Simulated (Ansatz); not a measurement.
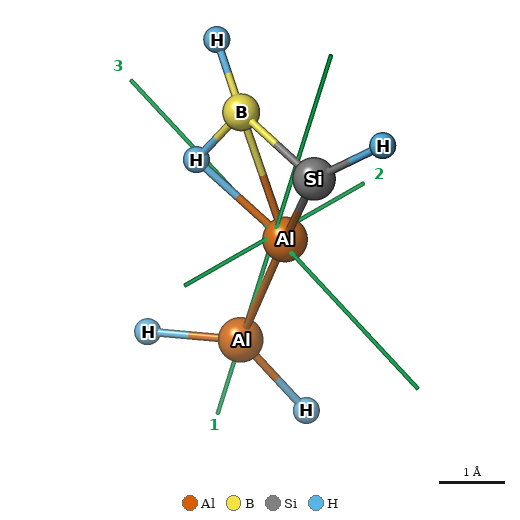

The three principal axes of inertia are drawn and numbered. Distant atoms are faded towards the background colour. The geometry was computed by an optimisation with PBE0-D4/def2-TZVP. No frequency run is at hand to confirm it as a minimum. Masses are those of the most abundant isotopes; constants are for the rigid equilibrium geometry.

Q: Which line is the a axis (least moment of inertia), which b and which c?

A: a is line 1, b is line 3, c is line 2; the moments are 41.7, 387, 424 u Å².

Q: What kind of rotor is it, and what are its rotational constants in cm⁻¹?

A: An asymmetric top (C1): A = 0.404, B = 0.0436, C = 0.0398 cm⁻¹. Ray's parameter κ is −0.98, close to the prolate limit.
